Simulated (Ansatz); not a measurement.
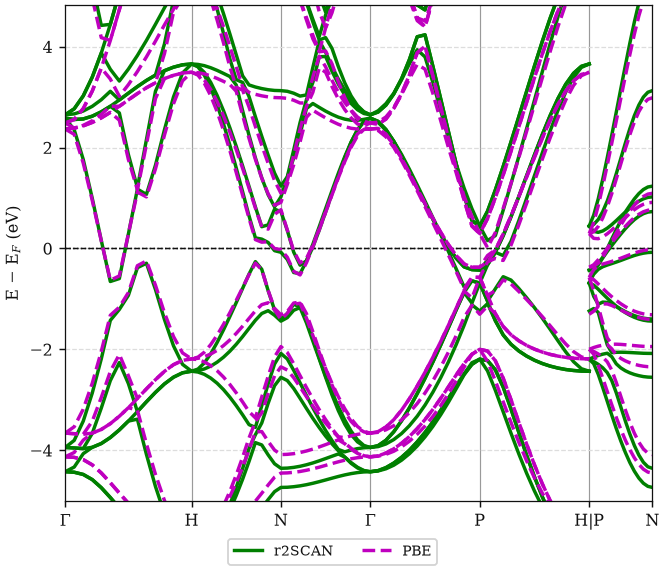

Band structures of Sb$_{3}$Se, space group Im-3m, 4 atoms in the cell, by two methods on the same cell. Each is counted from its own Fermi level.

> What changes from one method to the other?

Both give a metal. The 8 bands that come within 1 eV of the Fermi level differ by 0.15 eV on average and by 0.37 eV at most (between H and N).

Settings. r2SCAN: DFT r2SCAN, scalar-relativistic, plane waves, PAW, no spin polarisation, 12×12×12 k mesh, 500 eV cutoff, Gaussian smearing of 0.1 eV (Ansatz). PBE: DFT PBE, scalar-relativistic, plane waves, PAW, no spin polarisation, 12×12×12 k mesh, 420 eV cutoff (Ansatz).

The structure is an invented one, so it need not be a known or stable phase. The starting guess was a poor one.
